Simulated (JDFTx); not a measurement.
Au(100) slab cut from bulk Au (space group Fm-3m, indices of the conventional cell, lattice of the Materials Project entry mp-81, not re-optimised): 4 atoms in 4 planes, a 1x1 cell of 8.70 Å² (|a| = 2.950, |b| = 2.950 Å), 6.2 Å between the outermost planes, cell height 22.3 Å, 8×8×1 k mesh, Fermi smearing 0.01 Ha, no spin polarisation.

All numbers are PBE, GBRV ultrasoft potentials, plane waves to 20/100 Ha results from a modified build of JDFTx, not measurements. Liquid on both sides: CANDLE, water, 1 M NaF; nuclei fixed, outer atoms relaxed in vacuum. Potentials are on the SHE scale by the convention U = −μ/e − 4.44 V; references calibrated for a solvation model differ from this value. Ideal, unreconstructed faces without any overlayer. On the negative side CANDLE's cavity feels the periodic box, so those points shift with the cell height. Convergence in thickness and k mesh wasn't tested for this slab.

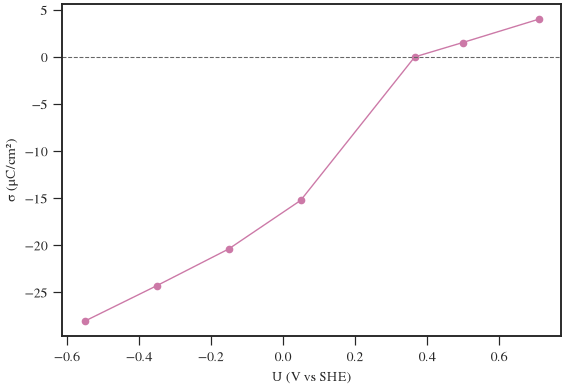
Surface charge density of Au(100) against potential

Task: Read off the potential of zero charge and the mean capacitance σ/(U − U_pzc) at the computed point just above it.

Result: U_pzc ≈ 0.37 V. At 0.50 V it is about 11 μF/cm².
